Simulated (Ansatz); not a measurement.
# GaH5O3: what the fields show

The calculation's input:

```
crystal:
  periodic: [false, false, false]
  atoms:
    - {symbol: Ga, position_ang: [-0.402952, -0.073999, 0.540784]}
    - {symbol: O, position_ang: [0.384304, 1.069496, -1.110602]}
    - {symbol: O, position_ang: [1.366469, -0.484551, 0.729536]}
    - {symbol: O, position_ang: [-1.268011, -1.466269, -0.192174]}
    - {symbol: H, position_ang: [0.415339, 2.022600, -0.980713]}
    - {symbol: H, position_ang: [-1.073646, 1.041349, 1.396848]}
    - {symbol: H, position_ang: [1.263774, 0.715307, -0.873465]}
    - {symbol: H, position_ang: [1.537981, -1.425614, 0.658354]}
    - {symbol: H, position_ang: [-2.223255, -1.398419, -0.168669]}
basis:
  gaussian: {orbitals: def2-TZVPP}
hamiltonian: {xc: pbe0, dispersion: d4}
output: {orbitals: {seedname: orbitals}}
```

Launched as:

```sh
ansatz run in.yaml --threads 4 --pin off --events-out ev --progress --plain --max-ram 9574MiB
```

The product side of a reaction path; geometry: PBE0-D4/def2-TZVP.

Computed with RKS PBE0-D4/def2-TZVPP in Ansatz.

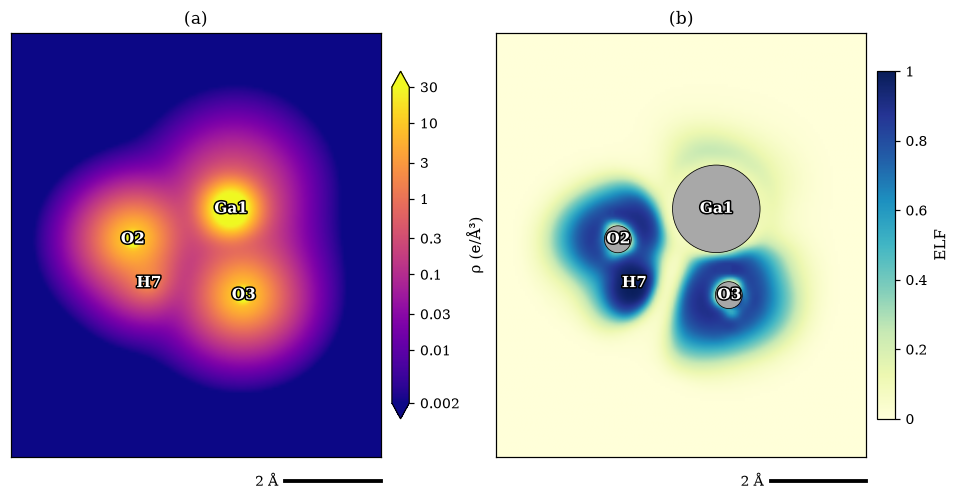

Figure 1. (a) electron density; (b) electron localisation function on the plane of atoms O2, Ga1 and O3. Grey discs cover the atomic cores in the ELF map.

Describe what can be read from this map.

Atoms in the plane: Ga, O and H. O–H (0.98 Å): ρ is about 3.8 e/Å³ halfway; the ELF climbs to about 1 towards the hydrogen, as it does in any bond to H (an ordinary covalent bond to hydrogen). The ELF also peaks beside O3, away from the bonds: lone-pair regions.

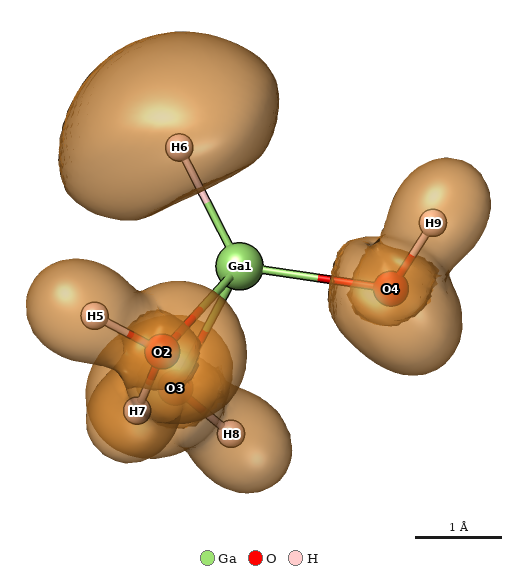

Figure 2. Isosurface of the ELF at 0.75 (orange), seen at an oblique angle. Only the valence region is drawn (cores and ρ < 0.01 e/Å³ removed).

Where are the electrons localised?

At this value the surface marks out one region around a hydrogen nucleus and three joined regions spread over several atoms (H, O), in which their bonds and any lone pairs are merged. Along the contacts the grid gives the following. Ga–O (1.80 Å): the ELF peaks at about 0.85 in the valence shell of O, 0.6 Å from its nucleus, and is about 0.25 at the midpoint. O–H (0.96 Å): the ELF climbs to about 1 towards the hydrogen (an ordinary covalent bond to hydrogen).

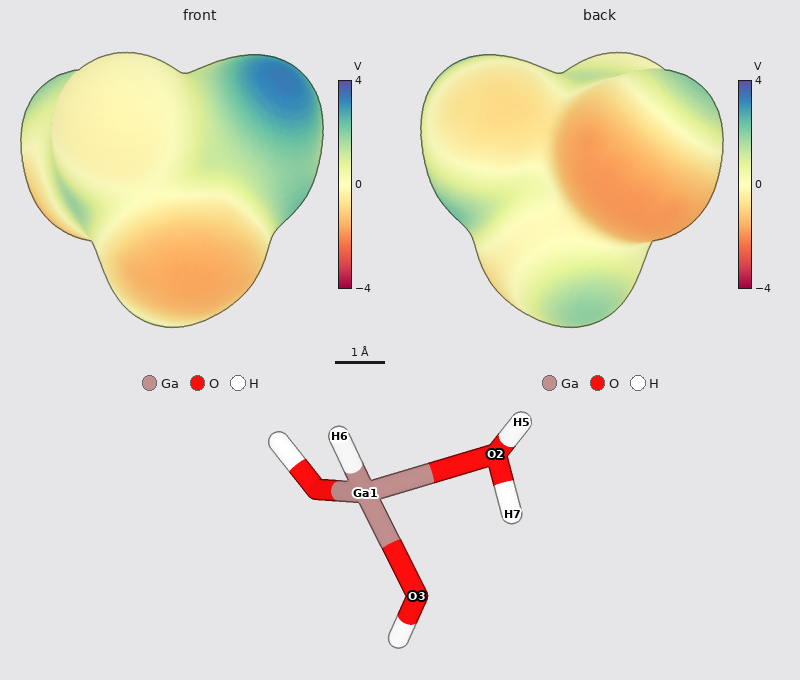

Figure 3. The electrostatic potential painted on the density surface at 0.002 e/bohr³, seen from the front and from behind; the colour scale runs from red (negative) to blue (positive). The bare structure is drawn below in the same view.

Which sites attract a positive test charge, and which a negative one?

A positive charge is drawn to the negative regions and a negative charge to the positive ones. The most negative region (about −1.9 V) lies over O4, the most positive (about +3.3 V) over H5. O4 is the likeliest acceptor of a hydrogen bond.
